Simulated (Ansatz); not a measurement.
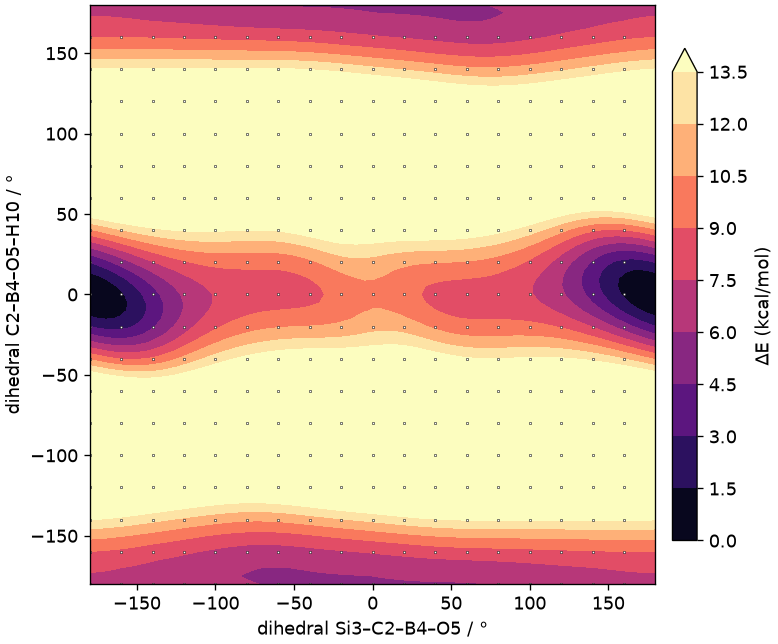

CH5BO2Si, SMILES O=C([SiH3])BO. 
- The first coordinate is: dihedral Si3–C2–B4–O5; the second: dihedral C2–B4–O5–H10.
- Nothing is relaxed (all other coordinates rigid).
- The grid has 18 × 18 points.
- Energies are in kcal/mol, from the lowest grid point.
- Theory: Ansatz 0.2.0, RKS PBE0-D4/def2-SVP.

Drawn: filled contours, dots at the grid points, one colour for all values above the top of the scale. Between grid points the surface is interpolated.

Q: Where is the minimum, and how stiff is the well along each coordinate?

A: The interpolated minimum is at dihedral Si3–C2–B4–O5 ≈ −180°, dihedral C2–B4–O5–H10 ≈ 0°. The curvatures there are about 1 eV/rad² and 2.4 eV/rad², with a cross term of about 0.65 eV/rad². Round the minimum the valley is somewhat tilted: raising dihedral Si3–C2–B4–O5 shifts the best value of dihedral C2–B4–O5–H10 downwards (coupling k₁₂/√(k₁₁k₂₂) about 0.4). (1 eV is 23.1 kcal/mol.)
